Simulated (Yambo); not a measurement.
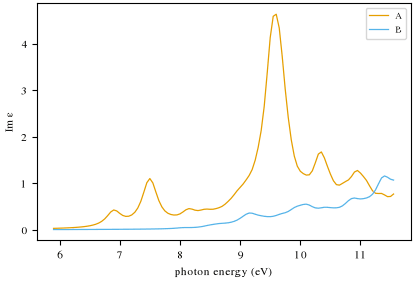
Two computed absorption spectra of LiO₂H₃ (space group P-1, No. 2, within 0.06 Å of C2/m) (Yambo, PBEsol bands with the same scissor, field along x)

Axes are Cartesian, with cell vectors (Å) (3.13, 0.00, 0.00), (-1.26, 5.35, 0.00), (-1.30, -0.91, 5.28).

Problem. Which curve includes the electron-hole attraction (BSE)?

Solution. Curve A: the attraction moves weight to lower energy (centre of the plotted range 9.5 eV against 10.4 eV). Settings: 6×4×4 mesh, 9 valence and 2 conduction bands, static screening with 50 bands and a 3 Ry block, scissor 2.95 eV, Tamm-Dancoff. The scissor comes from a G0W0 run whose convergence isn't established. Broadening 0.15 eV. The band window holds all transitions up to 11.6 eV. On this mesh the peak heights and the fine structure are mesh artefacts; only the shift of weight is robust.

Geometry of the Materials Project entry, not relaxed at this level; primitive cell a = 3.128 Å, b = 5.501 Å, c = 5.509 Å, α = 96.15°, β = 103.63°, γ = 103.24°.

The structure is a Materials Project entry; no match was found in the copy of COD used, and its stability was not checked.

The distance between layers or molecules is the database entry's, not relaxed here. Functionals without dispersion can leave it too large, which widens gaps and weakens the response across layers: the numbers belong to this cell.
